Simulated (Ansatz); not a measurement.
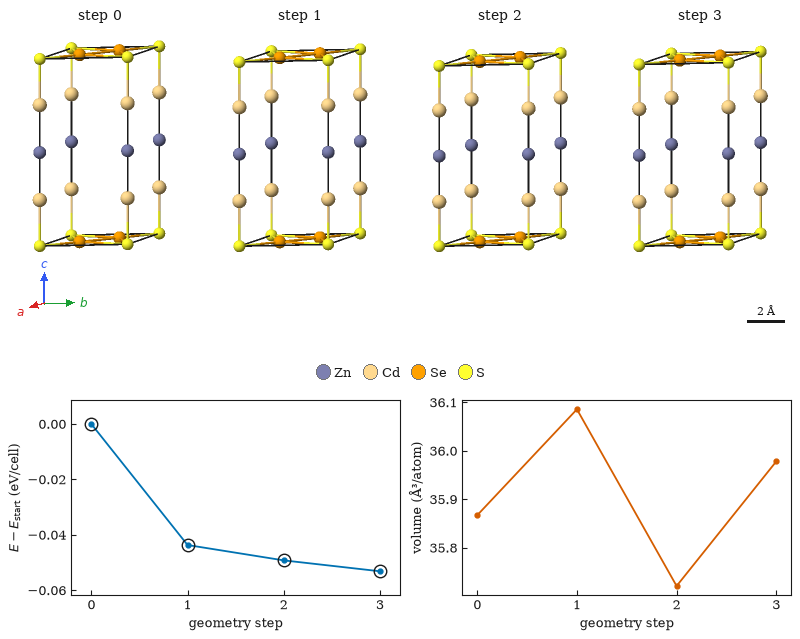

Frames of a relaxation of solid ZnCd₂Se₂S (a generated structure, set up in P6/mmm), marked on the history of the run. A ball-and-stick model of the cell of the calculation, seen slightly off an axis.

Theory: DFT PBE, scalar-relativistic, plane waves, PAW (Ansatz). Settings: plane-wave cutoff 420 eV; k-point mesh 12 × 12 × 4; occupations gaussian; smearing width 0.1 eV; no spin polarisation; cell and atoms relaxed; force threshold 0.01 eV/Å; at most 80 steps.

What happens along the run?

The run was cut off at its time limit before the relaxation converged, so the last structure is only a point on the way. The largest moves relative to the cell, 0.017 Å, are those of Cd atoms. Se and Zn and S stay in place. Cell: a = b 4.893 → 4.972 Å (+1.6 %), c 10.381 → 10.084 Å (−2.9 %). Volume +0.3 %. Some distances before and after: Cd–S 2.557 → 2.467 Å, Cd–Zn 2.633 → 2.575 Å, S–Se 2.825 → 2.871 Å, Se–Se 2.825 → 2.871 Å. The space group stays P6/mmm (No. 191). The energy falls by 53.1 meV per cell of the calculation in 3 geometry steps. Largest force component: 0.13 eV/Å at the start, 0.067 eV/Å at the end. The pressure goes from −0.14 to 0.05 GPa. Cost: 9.1 min on 1 thread of AMD EPYC 7571, with other jobs on the host, peak memory 0.82 GiB. From step 0 to 1: volume +0.6 %, energy −43.6 meV per cell of the calculation. From step 1 to 2: volume −1.0 %, energy −5.5 meV per cell of the calculation. From step 2 to 3: Cd atoms move most (0.02 Å), volume +0.7 %, energy −3.9 meV per cell of the calculation.

```
step  E − E(0), meV/atom  largest force component, eV/Å  pressure, GPa  volume, Å³/atom
   0                0.00                         0.1349          -0.14           35.867
   1               -7.27                         0.0215          -0.17           36.086
   2               -8.20                         0.1231           0.22           35.721
   3               -8.85                         0.0670           0.05           35.978
```
